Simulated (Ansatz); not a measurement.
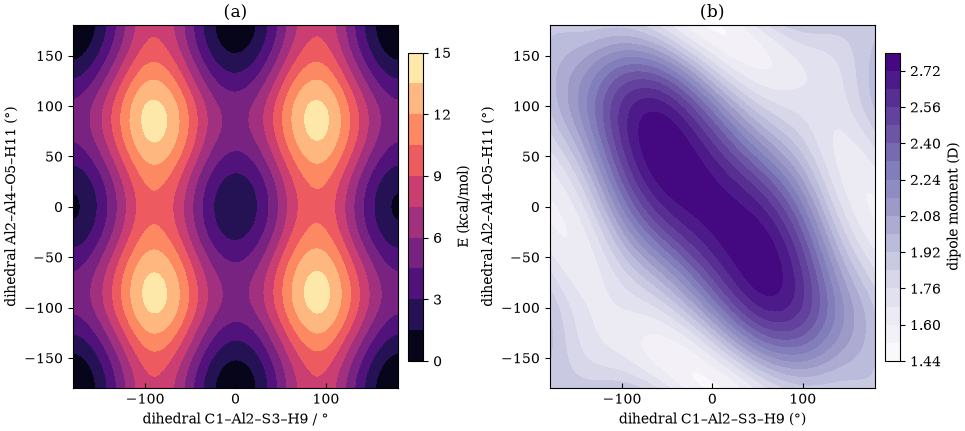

CH6Al2OS, SMILES [CH3][Al]([SH])[AlH][OH]. First axis: dihedral C1–Al2–S3–H9. Second axis: dihedral Al2–Al4–O5–H11. Nothing is relaxed (all other coordinates rigid). The scan uses a 9 × 9 grid. Points are written as (first, second). Energies are in kcal/mol, from the relaxed molecule at the same level. All numbers below come from RKS B3LYP-D4/def2-SVP in Ansatz.

Panel (a) is the energy and panel (b) the computed dipole moment on the same grid.

In the figure: filled contours. Between grid points the surface is interpolated.

How does the dipole moment vary over the map, and what is it at the lowest grid point?

Answer. Leaving out the highest fifth of the energies, it runs from 1.54 D at (20°, −180°) to 2.78 D at (−20°, 20°). At the lowest grid point, (−180°, −180°), it is 1.91 D.

```tsv
dihedral Al2–Al4–O5–H11 ↓, dihedral C1–Al2–S3–H9 →	−180	−140	−100	−60	−20	20	60	100	140
140	1.95	2.12	2.31	2.27	1.97	1.66	1.59	1.68	1.76
100	1.93	2.22	2.57	2.68	2.44	2.07	1.81	1.72	1.72
60	1.76	2.09	2.55	2.80	2.70	2.43	2.13	1.87	1.66
20	1.62	1.88	2.36	2.71	2.78	2.68	2.47	2.12	1.71
−20	1.61	1.69	2.10	2.45	2.67	2.77	2.70	2.36	1.87
−60	1.74	1.63	1.83	2.10	2.40	2.68	2.78	2.53	2.08
−100	1.91	1.68	1.68	1.76	2.04	2.41	2.65	2.55	2.20
−140	1.93	1.74	1.65	1.56	1.63	1.94	2.25	2.29	2.11
−180	1.91	1.88	1.89	1.76	1.55	1.54	1.75	1.89	1.88
```
